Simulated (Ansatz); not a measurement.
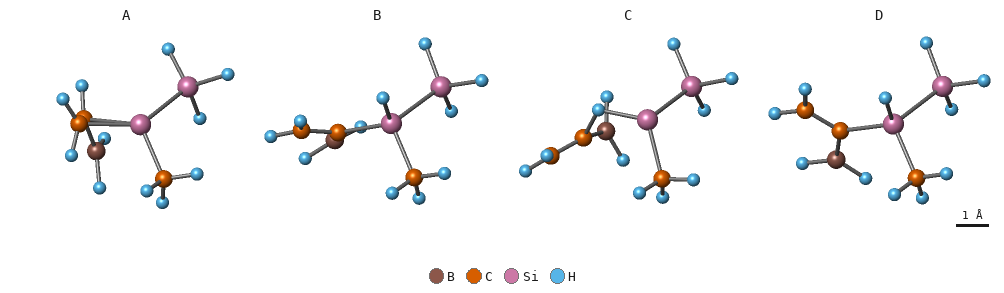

4 geometries from a converged minimum-energy path of C$_{3}$H$_{11}$BSi$_{2}$, shuffled. Style: ball-and-stick. Shown at a tilt.

Theory: Ansatz, RKS BLYP/6-31G. Run with 7 movable images; climbing image; force threshold 0.03 eV/Å; iteration limit 60; starting path through a guess of the saddle point.

### One of them is the converged climbing image. Which?

C. In order along the path, whose images run from 0 to 8: D (image 0, 0.00 eV), B (image 1, +0.07 eV), C (image 3, +2.22 eV), A (image 6, +0.58 eV). A hydrogen atom shifts from one atom to another. Breaking: H–Si (1.52 → 2.64 Å). Forming: C–H (2.81 → 1.10 Å).
